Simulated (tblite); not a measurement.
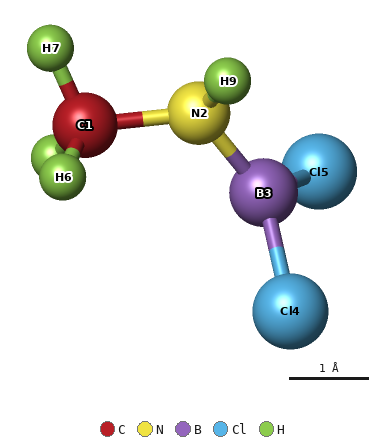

**Figure 1.** The input geometry (ball-and-stick view, seen at a tilt; atoms are numbered from 1 in the order of the input).

**Run report: CH₄BCl₂N, saddle-point search**

- system: CH₄BCl₂N, SMILES CNB(Cl)Cl
- method: GFN2-xTB saddle search (eigenvector following) and harmonic vibrations, gas phase (tblite 0.8.0)

**Input**
```
{"job": {"xc": "GFN2-xTB", "basis": "xTB", "kind": "saddle"}, "charge": 0, "multiplicity": 1}
C     -1.152714     0.038041    -0.314824
N      0.011608    -0.471694     0.406574
B      1.287501     0.190853     0.362603
Cl     2.303554     0.180714    -1.055480
Cl     1.868560     1.018476     1.747926
H     -1.117819    -0.188914    -1.386983
H     -2.049803    -0.406376     0.114314
H     -1.202117     1.117446    -0.191871
H      0.051230    -1.478546     0.317742
```

The first line tells a small driver script what to run in tblite; the rest is the geometry in Å.

Run on 1 CPU thread, shared host.

Launch command:
```bash
OMP_NUM_THREADS=1 python <driver script> task.json out
```

**What the program printed**
```
step      E/eV     max force
  0    -476.16775   0.0479
  1    -476.16828   0.1199
  2    -476.16745   0.0354
  3    -476.16859   0.0541
  4    -476.16890   0.0319
  5    -476.16895   0.0030
lowest wavenumbers (cm-1): -246.5 134.2 165.9 249.7 256.8 415.3
```

**Trajectory as extended XYZ (Å, eV, eV/Å), 6 frames, from step=0 to step=5**
```
9
Properties=species:S:1:pos:R:3:forces:R:3 step=0 energy=-476.16775
C    -1.1527    0.0380   -0.3148    0.0000   0.0030   0.0110
N     0.0116   -0.4717    0.4066   -0.0010  -0.0090  -0.0030
B     1.2875    0.1909    0.3626   -0.0030  -0.0050  -0.0030
Cl    2.3036    0.1807   -1.0555    0.0110  -0.0250   0.0150
Cl    1.8686    1.0185    1.7479   -0.0180   0.0380  -0.0230
H    -1.1178   -0.1889   -1.3870    0.0130   0.0160   0.0100
H    -2.0498   -0.4064    0.1143   -0.0080   0.0000  -0.0040
H    -1.2021    1.1174   -0.1919    0.0040  -0.0010   0.0280
H     0.0512   -1.4785    0.3177    0.0020  -0.0180  -0.0310
9
Properties=species:S:1:pos:R:3:forces:R:3 step=1 energy=-476.16828
C    -1.1409    0.0394   -0.3184   -0.0490  -0.0030  -0.0210
N    -0.0009   -0.4697    0.4435   -0.0010  -0.0060  -0.0340
B     1.2810    0.1841    0.3613   -0.0080  -0.0070   0.0050
Cl    2.2532    0.1644   -1.0874   -0.0100  -0.0070   0.0160
Cl    1.8963    1.0317    1.7183   -0.0070   0.0000  -0.0160
H    -1.0408   -0.1267   -1.4014   -0.0100   0.0240   0.1170
H    -2.0471   -0.4544    0.0386    0.0920   0.0560  -0.0440
H    -1.2285    1.1107   -0.1360   -0.0090  -0.0760  -0.0200
H     0.0277   -1.4796    0.3817    0.0010   0.0190  -0.0030
9
Properties=species:S:1:pos:R:3:forces:R:3 step=2 energy=-476.16745
C    -1.1445    0.0374   -0.3186    0.0150  -0.0020   0.0120
N     0.0060   -0.4742    0.4236    0.0010  -0.0040   0.0040
B     1.2831    0.1864    0.3627    0.0000  -0.0010  -0.0030
Cl    2.2714    0.1919   -1.0743    0.0030  -0.0110   0.0030
Cl    1.8815    1.0159    1.7387   -0.0020   0.0140  -0.0070
H    -1.0840   -0.1705   -1.3923    0.0120   0.0020  -0.0290
H    -2.0475   -0.4175    0.0830   -0.0290  -0.0190   0.0070
H    -1.2030    1.1137   -0.1776    0.0010   0.0240   0.0190
H     0.0370   -1.4829    0.3549   -0.0010  -0.0020  -0.0070
9
Properties=species:S:1:pos:R:3:forces:R:3 step=3 energy=-476.16859
C    -1.1401    0.0389   -0.3192   -0.0250   0.0030  -0.0130
N    -0.0002   -0.4707    0.4414   -0.0030   0.0000  -0.0070
B     1.2806    0.1835    0.3616   -0.0020  -0.0010   0.0030
Cl    2.2504    0.1726   -1.0878   -0.0010  -0.0040   0.0020
Cl    1.8961    1.0269    1.7210   -0.0020   0.0000  -0.0060
H    -1.0435   -0.1325   -1.3996   -0.0050   0.0140   0.0520
H    -2.0459   -0.4485    0.0418    0.0430   0.0230  -0.0220
H    -1.2239    1.1103   -0.1427   -0.0070  -0.0370  -0.0090
H     0.0265   -1.4804    0.3835    0.0010   0.0020   0.0000
9
Properties=species:S:1:pos:R:3:forces:R:3 step=4 energy=-476.16890
C    -1.1390    0.0400   -0.3195   -0.0180   0.0050  -0.0050
N    -0.0028   -0.4670    0.4483    0.0000  -0.0030  -0.0020
B     1.2802    0.1826    0.3610    0.0000   0.0000   0.0000
Cl    2.2433    0.1597   -1.0929    0.0000   0.0000   0.0020
Cl    1.9039    1.0314    1.7127   -0.0010  -0.0010  -0.0030
H    -1.0261   -0.1121   -1.4005   -0.0040   0.0070   0.0280
H    -2.0424   -0.4645    0.0212    0.0250   0.0150  -0.0130
H    -1.2396    1.1070   -0.1267   -0.0010  -0.0260  -0.0080
H     0.0225   -1.4771    0.3964    0.0000   0.0030   0.0010
9
Properties=species:S:1:pos:R:3:forces:R:3 step=5 energy=-476.16895
C    -1.1390    0.0402   -0.3193   -0.0020   0.0010   0.0000
N    -0.0031   -0.4665    0.4492    0.0000   0.0000   0.0000
B     1.2802    0.1824    0.3608    0.0000   0.0000   0.0000
Cl    2.2427    0.1571   -1.0934    0.0000   0.0000   0.0000
Cl    1.9048    1.0324    1.7110    0.0000   0.0000   0.0000
H    -1.0237   -0.1081   -1.3997    0.0000   0.0010   0.0020
H    -2.0413   -0.4668    0.0175    0.0020   0.0010  -0.0020
H    -1.2426    1.1058   -0.1241    0.0000  -0.0020   0.0000
H     0.0220   -1.4765    0.3981    0.0000   0.0000   0.0000
```

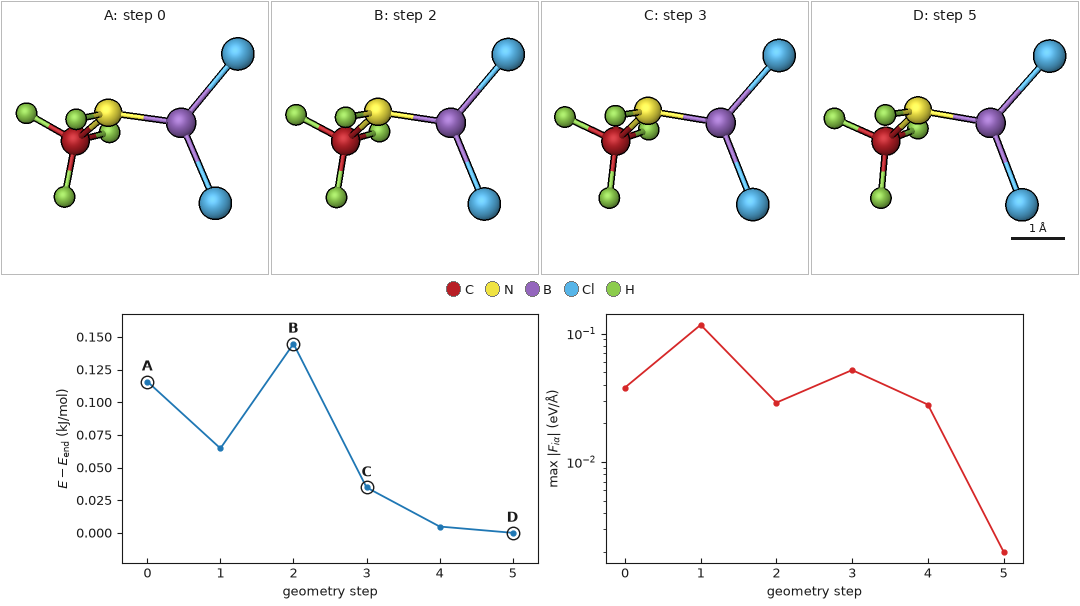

**Figure 2.** Frames of the saddle-point search (ball-and-stick view, seen at a tilt) above the curves, on which the letters mark them (steps are counted from 0).

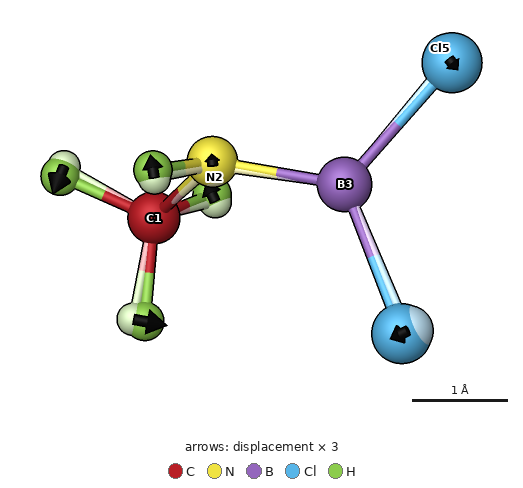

**Figure 3.** Start (faint) and end (solid) with the displacements as black arrows, magnified 3 times (ball-and-stick view, seen at a tilt). The two geometries are laid on each other by the best rigid fit. The energy falls by 0.12 kJ/mol in 5 geometry steps. The largest force component goes from 0.038 to 0.002 eV/Å. The largest move after the best rigid fit is that of H6, 0.12 Å. By element the largest moves are H 0.12 Å, Cl 0.08 Å, N 0.05 Å, C 0.01 Å, B 0.01 Å. (Atoms are counted from 1 in the order of the input.)

**Results in brief**

```json
{"quantity": "outcome", "value": "converged"}
{"quantity": "total energy", "value": "−476.1690 eV"}
{"quantity": "point group", "value": "C1"}
{"quantity": "wall time", "value": "0.82 s"}
{"quantity": "peak memory", "value": "0.19 GiB"}
```
